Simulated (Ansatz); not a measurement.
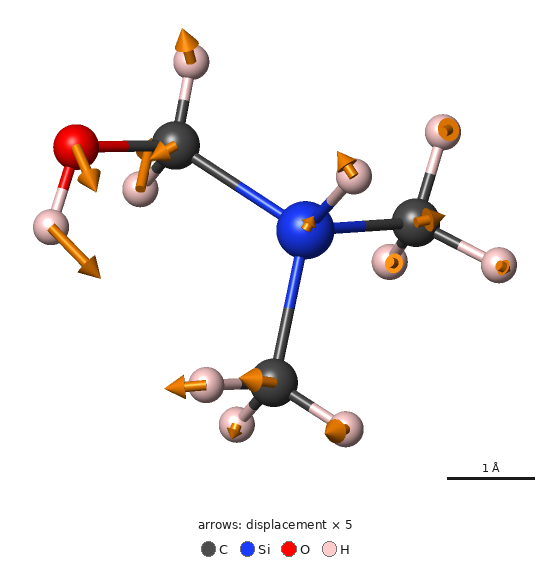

A relaxation of C3H10OSi (coarse preliminary run). The starting structure is drawn; orange arrows show the displacements, 5 times their true length. The two geometries are superimposed by the best rigid fit.

The picture is a ball-and-stick view, seen at a tilt.

The start comes from a force field.

Computed with RKS PBE-D4/def2-SVP in Ansatz 0.2.0.

Input
```yaml
crystal:
  periodic: [false, false, false]
  atoms:
    - {symbol: C, position_ang: [-1.345700, -0.443300, 0.994400]}
    - {symbol: Si, position_ang: [0.223100, 0.292400, 0.378000]}
    - {symbol: C, position_ang: [1.575700, -0.917100, 0.657300]}
    - {symbol: C, position_ang: [0.177600, 0.723000, -1.460500]}
    - {symbol: O, position_ang: [-0.900100, 1.643700, -1.867900]}
    - {symbol: H, position_ang: [-1.341700, -0.624000, 2.047100]}
    - {symbol: H, position_ang: [-1.627300, -1.310400, 0.444300]}
    - {symbol: H, position_ang: [-2.165900, 0.339700, 0.832400]}
    - {symbol: H, position_ang: [0.523100, 1.549400, 1.190800]}
    - {symbol: H, position_ang: [2.567900, -0.506500, 0.359900]}
    - {symbol: H, position_ang: [1.421600, -1.850900, 0.148100]}
    - {symbol: H, position_ang: [1.717000, -1.151200, 1.751700]}
    - {symbol: H, position_ang: [1.015300, 1.148800, -1.800300]}
    - {symbol: H, position_ang: [-0.090700, -0.195100, -2.010600]}
    - {symbol: H, position_ang: [-1.771700, 1.250700, -1.635400]}
basis:
  gaussian: {orbitals: def2-SVP}
hamiltonian: {xc: pbe, dispersion: d4}
relax: {f_tol: 0.03, max_steps: 200}
```

Launched with:
```bash
ansatz run in.yaml --threads 4 --pin off --events-out ev --progress --plain --max-ram 10444MiB
```

Q: Describe the change and its energy.

A: The largest move after the best rigid fit is that of H15, 0.17 Å. By element the largest moves are H 0.17 Å, O 0.13 Å, C 0.10 Å, Si 0.04 Å. Among the contacts that change: C4–H13 0.999 → 1.112 Å, Si2–C3 1.836 → 1.893 Å, C1–Si2 1.839 → 1.896 Å, C1–H7 1.065 → 1.110 Å. Bond angles that change, for instance: O5–C4–H14 101.8° → 112.4°, H13–C4–H14 112.9° → 105.4°, C1–Si2–C4 113.4° → 108.0°. The energy falls by 59.8 kJ/mol in 5 geometry steps. The largest force component goes from 5.9 to 0.025 eV/Å. The run took 10 s on 4 threads of Arm Neoverse V1 (shared host).
